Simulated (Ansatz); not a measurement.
A series of calculations on SiH$_{4}$O and related structures

**1. Relaxation**

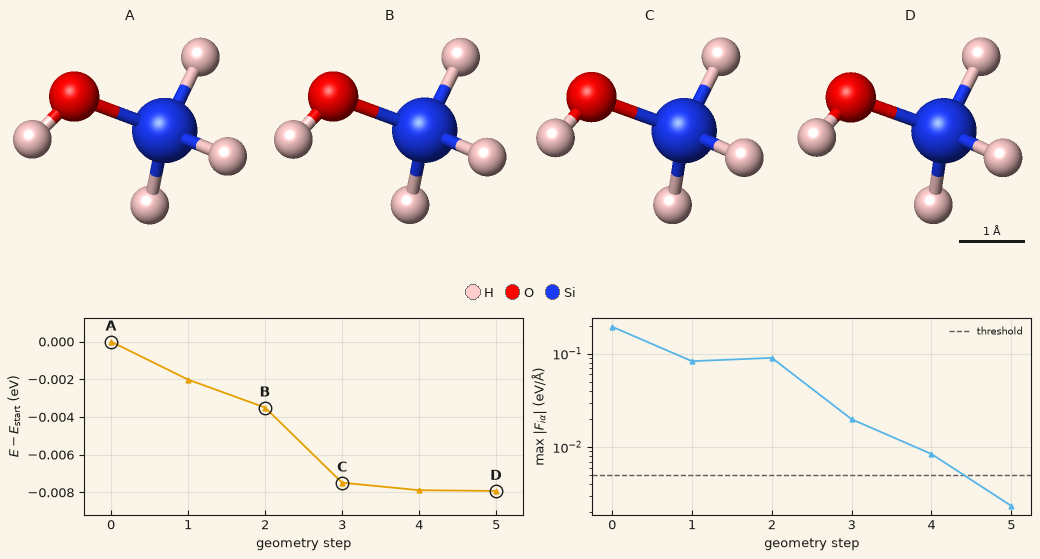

Frames of a relaxation of SiH₄O, marked on the history of the run. Style: ball-and-stick. Shown at a tilt.

It is one of the separated reactants of a reaction.

These are results of RKS PBE0-D4/def2-TZVP in Ansatz 0.2.0, not measurements.

The input:
```yaml
crystal:
  periodic: [false, false, false]
  atoms:
    - {symbol: H, position_ang: [-1.029210, 1.208098, -1.374129]}
    - {symbol: O, position_ang: [-1.001690, 0.999725, -0.439609]}
    - {symbol: Si, position_ang: [-1.886963, -0.299090, 0.069423]}
    - {symbol: H, position_ang: [-1.890917, -1.385350, -0.945018]}
    - {symbol: H, position_ang: [-1.265097, -0.768935, 1.329506]}
    - {symbol: H, position_ang: [-3.296130, 0.093993, 0.341725]}
basis:
  gaussian: {orbitals: def2-TZVP}
hamiltonian: {xc: pbe0, dispersion: d4}
relax: {f_tol: 0.005, max_steps: 200}
```

Launched with:
```bash
ansatz run in.yaml --threads 8 --pin off --events-out ev --progress --plain --max-ram 19148MiB
```

> Describe the path.

After 5 geometry steps the energy has fallen by 0.008 eV. Largest force component: 0.2 eV/Å at the start, 0.0023 eV/Å at the end. The largest move after the best rigid fit is that of H1, 0.17 Å. By element the largest moves are H 0.17 Å, O 0.13 Å, Si 0.03 Å. Some distances before and after: O2–Si3 1.652 → 1.648 Å. Groups turn about O2–Si3 by about 25°. Cost: 1.3 s on 8 threads of Intel Xeon 6975P-C, with other jobs on the host. From step 0 to 2: O2 moves most (0.04 Å), energy −0.003 eV. From step 2 to 3: H1 moves most (0.10 Å), energy −0.004 eV. From step 3 to 5: H1 moves most (0.04 Å), energy 0.000 eV.

| step | E − E(0), eV | largest force component, eV/Å |
| --- | --- | --- |
| 0 | 0.0000 | 0.1951 |
| 1 | -0.0020 | 0.0833 |
| 2 | -0.0035 | 0.0904 |
| 3 | -0.0075 | 0.0199 |
| 4 | -0.0079 | 0.0084 |
| 5 | -0.0079 | 0.0023 |

**2. Relaxation**

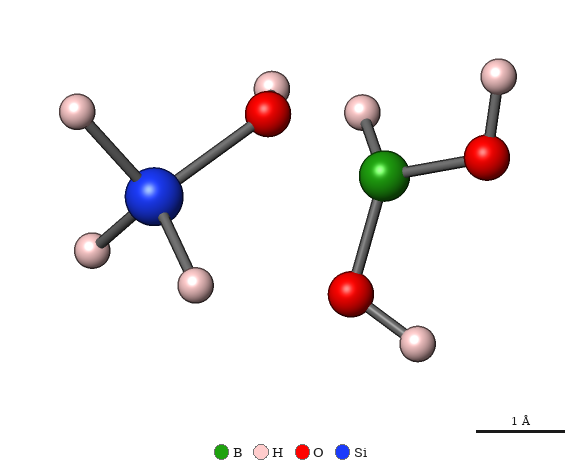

BSiH7O3 (started from a transition state, displaced along its imaginary mode), before the relaxation. A ball-and-stick model, seen at a tilt.

Computed with Ansatz, RKS PBE0-D4/def2-TZVP.

Input file:
```yaml
crystal:
  periodic: [false, false, false]
  atoms:
    - {symbol: B, position_ang: [1.169015, 0.205825, -0.185382]}
    - {symbol: H, position_ang: [1.259608, 0.723237, -1.264983]}
    - {symbol: O, position_ang: [1.851758, 0.763410, 0.911711]}
    - {symbol: O, position_ang: [1.066343, -1.206134, -0.177937]}
    - {symbol: H, position_ang: [-0.128288, 0.907346, -0.879269]}
    - {symbol: O, position_ang: [-0.477284, 0.733786, -0.141131]}
    - {symbol: Si, position_ang: [-1.785268, -0.366544, 0.074680]}
    - {symbol: H, position_ang: [1.763522, 1.717562, 0.943509]}
    - {symbol: H, position_ang: [1.775907, -1.582183, 0.341743]}
    - {symbol: H, position_ang: [-1.835606, -1.274794, -1.082416]}
    - {symbol: H, position_ang: [-1.663152, -1.109638, 1.348198]}
    - {symbol: H, position_ang: [-2.996654, 0.488328, 0.111078]}
basis:
  gaussian: {orbitals: def2-TZVP}
hamiltonian: {xc: pbe0, dispersion: d4}
relax: {f_tol: 0.005, max_steps: 200}
```

Command:
```bash
ansatz run in.yaml --threads 8 --pin off --events-out ev --progress --plain --max-ram 19148MiB
```

Where does the relaxation end?

Answer. After 23 accepted moves (26 points after the start) the energy has fallen by 37.8 kcal/mol. The largest force component goes from 10 to 0.0048 eV/Å. The line search rejected the trial steps at points 7, 17, 23 of the run. H5 moves most after the best rigid fit: 1.07 Å. Largest moves by element: H 1.07 Å, O 0.67 Å, B 0.57 Å, Si 0.12 Å. Some distances before and after: B1–H5 1.630 → 3.202 Å, B1–O6 1.729 → 2.885 Å, B1–Si7 3.020 → 3.652 Å, H5–O6 0.835 → 0.958 Å. Among the angles between lasting bonds that change: H5–O6–Si7 124.1° → 117.1°, O6–Si7–H12 104.8° → 110.9°, O6–Si7–H11 111.5° → 106.6°. The run took 29 s on 8 threads of Intel Xeon 6975P-C, with other jobs on the host.

The structure at the end:

```xyz
12

B     1.7349    0.1209   -0.1548
H     1.9175    0.8084   -1.1183
O     1.8887    0.5833    1.1174
O     1.4203   -1.1865   -0.3457
H    -1.0149    1.1837   -1.4057
O    -0.9984    0.9902   -0.4677
Si   -1.8870   -0.3025    0.0510
H     2.0756    1.5222    1.1552
H     1.3193   -1.6553    0.4890
H    -1.8760   -1.4047   -0.9461
H    -1.2797   -0.7508    1.3259
H    -3.3003    0.0914    0.2997
```

The end point in the same view:

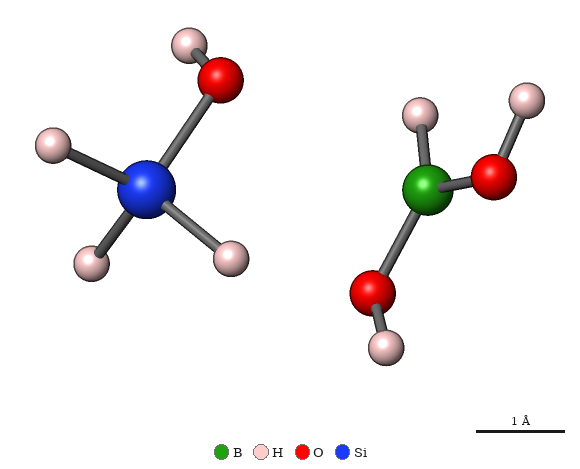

**3. Reaction**

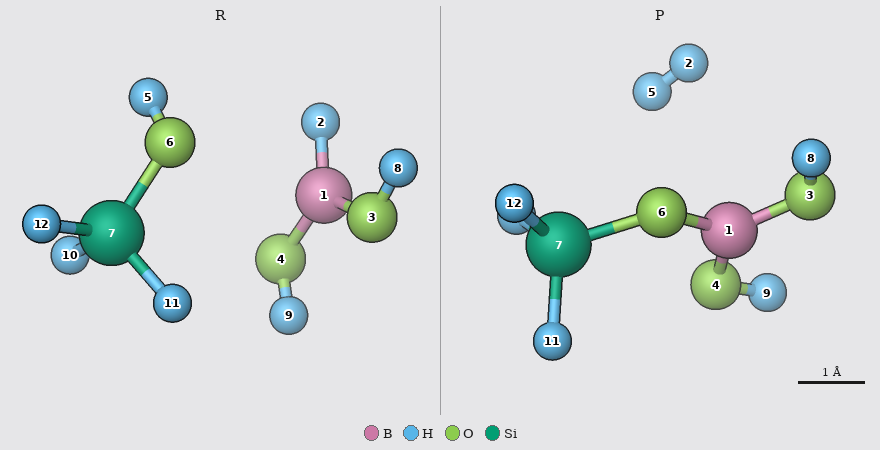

Reactant (R) and product (P) of one elementary step of BSiH$_{7}$O$_{3}$. A ball-and-stick model, seen at a tilt.

Stationary points at PBE0-D4/def2-TZVP, single-point energies with CCSD(T)/CBS (def2-TZVPP where no basis is named; Ansatz 0.2.0). The energies are electronic, without zero-point or thermal terms, and both ends are the relaxed geometries reached downhill from the saddle, with any fragments still in contact. CCSD(T)/CBS stands for a frozen-core estimate: MP2 correlation extrapolated from def2-TZVPP and def2-QZVPP, CCSD(T) minus MP2 from the smaller set.

R:
```xyz
12

B     1.7359    0.1188   -0.1439
H     1.9255    0.8028   -1.1086
O     1.8820    0.5854    1.1277
O     1.4214   -1.1890   -0.3324
H    -1.0046    1.1798   -1.4163
O    -0.9944    0.9895   -0.4776
Si   -1.8876   -0.3006    0.0397
H     2.0694    1.5243    1.1634
H     1.3145   -1.6548    0.5032
H    -1.8712   -1.4062   -0.9534
H    -1.2890   -0.7451    1.3201
H    -3.3021    0.0955    0.2778
```

P:
```xyz
12

B     0.8285    0.0309    0.6149
H     1.1193    1.1275   -2.2750
O     1.8518    0.8746    0.9416
O     1.1015   -1.2531    0.2420
H     0.7112    0.5178   -2.4129
O    -0.4687    0.4529    0.6600
Si   -1.8617   -0.3504    0.2816
H     1.5354    1.7469    1.1860
H     2.0420   -1.4437    0.2395
H    -1.8423   -0.7919   -1.1356
H    -2.0487   -1.5251    1.1690
H    -2.9684    0.6138    0.4888
```

**What is the transition state like, and how high is the barrier?**

Counted by bonded pieces, R holds BH₃O₂ + SiH₄O and P holds H₂ + SiBH₅O₃. From R over the saddle to P, bonds form: B1–O6 (2.89 → 1.60 → 1.36 Å), H2–H5 (2.97 → 1.07 → 0.75 Å). Bonds break: B1–H2 (1.20 → 1.40 → 3.10 Å), H5–O6 (0.96 → 1.18 → 3.29 Å). The saddle has one imaginary mode, 1390i cm⁻¹. The end P keeps a soft imaginary mode of 21i cm⁻¹, so it isn't quite a minimum. With CCSD(T)/CBS the barrier is 33.8 kcal/mol from R and 57.6 kcal/mol from P, and P lies 23.8 kcal/mol below R.

Saddle geometry:

```xyz
12

B     1.0315    0.1815   -0.0664
H     1.1581    0.7752   -1.3231
O     1.8594    0.7714    0.8702
O     1.0663   -1.1996   -0.1857
H     0.1368    0.9103   -1.0198
O    -0.4864    0.6916   -0.0371
Si   -1.7848   -0.3638    0.0903
H     1.7458    1.7185    0.9536
H     1.7823   -1.5758    0.3302
H    -1.8354   -1.2721   -1.0787
H    -1.6749   -1.1246    1.3540
H    -2.9988    0.4876    0.1123
```

The saddle point in the same view, with dashed sticks for the bonds that form or break:

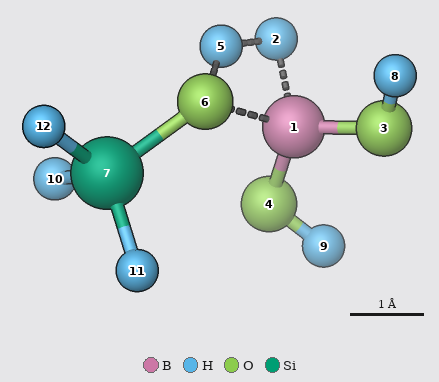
